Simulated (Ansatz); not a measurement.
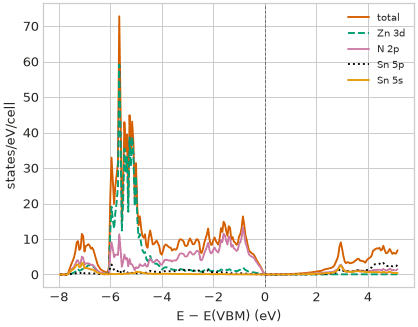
*Total and projected density of states of ZnSnN2 in space group Pna2_1 (No. 33; Zn on 4a, Sn on 4a, N on 4a, N on 4a), PBEsol in the plane-wave PAW code Ansatz*

Task: Which orbitals carry the states next to the gap?

Result: Top 1 eV of the valence band: N 2p 82 %, Zn 3d 11 %. Bottom 1 eV of the conduction band: N 2p 38 %, N 2s 23 %, Sn 5s 18 %, Zn 4s 15 %. Projections are on Löwdin-orthogonalised atomic valence shells; empty p or d shells of many metals are not among them.

Task: Where is the tallest occupied peak in this window, and what makes it?

Result: Near -5.7 eV, about 73 states/eV per cell; the largest projected share is Zn 3d.

Symmetry was held in the PBEsol relaxation. Spin–orbit coupling is left out wherever it is not named.

Potentials: the later of the program's two PAW sets.
